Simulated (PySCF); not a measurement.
```
atom   x (Å)   y (Å)    z (Å)
  Ni  0.0000  0.0000  -0.7709
  Cl  0.0000  0.0000   1.2771
```

All numbers below come from PBE0/def2-TZVPPD, non-relativistic Hamiltonian with scalar-relativistic core potentials where named, at a bond length of 2.048 Å in PySCF.

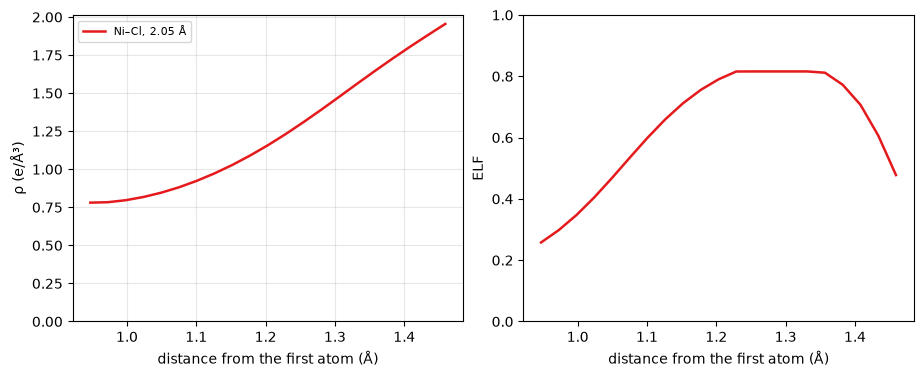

NiCl (charge −1, triplet). Total electron density and electron localisation function along straight lines between neighbouring atoms. The curves leave out the atomic cores.

Question: What can be read from the curves?

Answer: Ni–Cl (2.05 Å): ρ is about 0.82 e/Å³ halfway; the ELF peaks at about 0.80 in the valence shell of Cl, 0.8 Å from its nucleus, and is about 0.40 at the midpoint.
